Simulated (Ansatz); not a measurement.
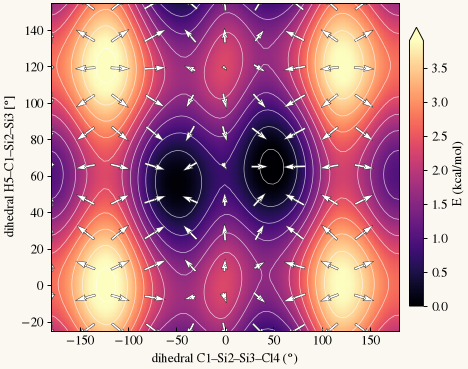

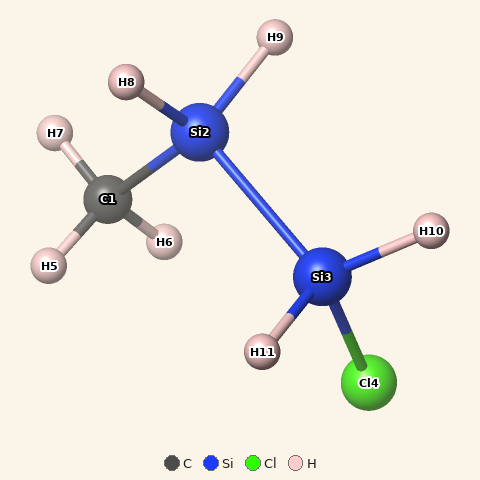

Energy landscape of CH7ClSi2, SMILES C[SiH2][SiH2]Cl. First axis: dihedral C1–Si2–Si3–Cl4. Second axis: dihedral H5–C1–Si2–Si3. Nothing is relaxed (all other coordinates rigid). The grid has 10 × 11 points. Points are written as (first, second). Energies: kcal/mol, counted from the lowest grid point. The calculation used Ansatz, RKS B3LYP-D4/def2-SVP.

The picture shows a smooth colour map with a few white contour lines, dots at the grid points, arrows along the force (downhill), their lengths compressed, one colour for all values above the top of the scale. Between grid points the surface is interpolated. The second picture is the structure at the lowest point.

Q: Summarise what can be read from the map.

A: The lowest grid point is at (36°, 65°). The bottom of the well lies between grid points, at about (50°, 65°), about 0.11 kcal/mol lower on the interpolated surface. The energy also falls towards the edge at (−36°, 155°) (0.55 kcal/mol above the lowest) and (36°, −25°) (0.81 kcal/mol above the lowest), where a further well may lie outside the range. There are further wells near (−36°, 47°) (0.21 kcal/mol above the lowest at that grid point); (−180°, 65°) (1.02 kcal/mol above the lowest at that grid point). The highest grid point, (−108°, 119°), lies 3.90 kcal/mol above the lowest. On the interpolated surface the easiest way out of the lowest well to the well at about (−50°, 55°) passes a barrier of about 0.88 kcal/mol, counted from the interpolated bottom of the well.

The input of one point:

```yaml
crystal:
  periodic: [false, false, false]
  atoms:
    - { symbol: C, position_ang: [-0.258818, 1.655334, 0.27035] }
    - { symbol: Si, position_ang: [-0.270278, 0.164744, -0.888406] }
    - { symbol: Si, position_ang: [0.588421, -1.689888, 0.269689] }
    - { symbol: Cl, position_ang: [-0.088385, -1.486688, 2.247138] }
    - { symbol: H, position_ang: [0.772229, 1.935663, 0.538097] }
    - { symbol: H, position_ang: [-0.798793, 1.410218, 1.198221] }
    - { symbol: H, position_ang: [-0.743175, 2.52689, -0.197379] }
    - { symbol: H, position_ang: [0.548476, 0.417861, -2.114036] }
    - { symbol: H, position_ang: [-1.662656, -0.165087, -1.317311] }
    - { symbol: H, position_ang: [0.115178, -3.004303, -0.250252] }
    - { symbol: H, position_ang: [2.079955, -1.704969, 0.300378] }
basis:
  gaussian: { orbitals: def2-SVP }
hamiltonian:
  xc: { name: B3LYP }
  dispersion: d4
output:
  forces: true
```

Time for the 110 points that were run: 11 min on 1 thread of Arm Neoverse V1, on a shared host.
